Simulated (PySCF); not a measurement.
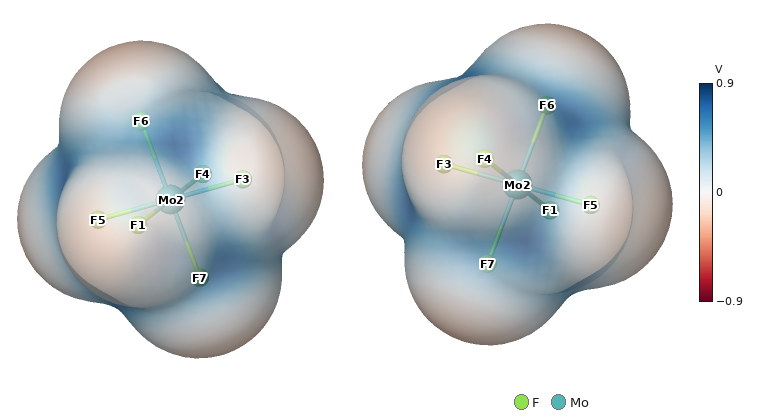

*F6Mo, SMILES `F[Mo](F)(F)(F)(F)F`. Electrostatic potential on the surface of electron density 0.001 a.u. (back view left, front view right).*

Method: PBE/def2-TZVP; geometry: GFN2-xTB; program: PySCF. Core potentials replace the inner electrons of Mo; spin–orbit coupling isn't included. This is a single-reference result, which may miss multireference character in this system. No frequency check shows the geometry to be a minimum. GFN2-xTB bond lengths at metals and heavier atoms can be off by up to 0.1 Å and shapes distorted, which carries into these values.

Input script:

```python
import numpy as np
from pyscf import gto, scf, dft
from pyscf.scf import atom_ks, atom_hf
from scipy.linalg import block_diag

def solve(mol, dm0=None, hcore=None):
    mf = (dft.UKS if mol.spin else dft.RKS)(mol, xc='pbe')
    mf.grids.level = 3
    mf = mf.density_fit(auxbasis='def2-universal-jkfit')
    mf.conv_tol, mf.max_cycle = 1e-8, 80
    if hcore is not None:
        mf.get_hcore = lambda *args: hcore
    mf.kernel(dm0)
    if not mf.converged:
        mf = mf.newton().run(mf.mo_coeff, mf.mo_occ, max_cycle=30)
    assert mf.converged, 'SCF not converged'
    return mf

mol = gto.M(atom='''
F      1.08322    -0.65769    -1.18743
Mo    -0.00002     0.00000    -0.00001
F     -1.11570     0.43410    -1.25798
F     -1.08316     0.65767     1.18744
F      1.11567    -0.43405     1.25810
F      0.77331     1.54751    -0.15182
F     -0.77326    -1.54754     0.15171
''', basis='def2-tzvp', ecp={'Mo': 'def2-tzvp'}, charge=0, spin=0, verbose=4)
mf = solve(mol)
mf.analyze()
# spherically averaged free atoms, for the promolecule
atom_ks.AtomSphAverageRKS.init_guess_by_vsap = lambda self, mol=None: self.init_guess_by_minao(mol)  # core potentials
atm = atom_ks.get_atm_nrks(mol, xc='pbe')
pro = block_diag(*[(atm[a[0]][2] * atm[a[0]][3]) @ atm[a[0]][2].T for a in mol._atom])
np.savez('result.npz', e=mf.e_tot, c=mf.mo_coeff, occ=mf.mo_occ, eps=mf.mo_energy, pro=pro, dip=mf.dip_moment(verbose=0), s2=mf.spin_square()[0])
```

Command:

```sh
OMP_NUM_THREADS=1 python input.py
```

The run took 41 s on 1 thread of Intel(R) Xeon(R) Platinum 8259CL CPU @ 2.50GHz (Skylake/Cascade Lake) (shared host), peak memory 0.73 GiB.

Partitions, critical points and surface values were worked out afterwards from this run's density.

Where are the extremes of the potential on the surface?

Answer. Highest: 0.81 V, near F6 (1.90 Å), F5 (1.99 Å) and F1 (2.01 Å), over Mo2 (2.4 Å). Lowest: −0.20 V, 1.6 Å from F4, and at like points elsewhere. The surface is sampled at points, so like sites can differ by a few per cent and only the strongest of them is named.
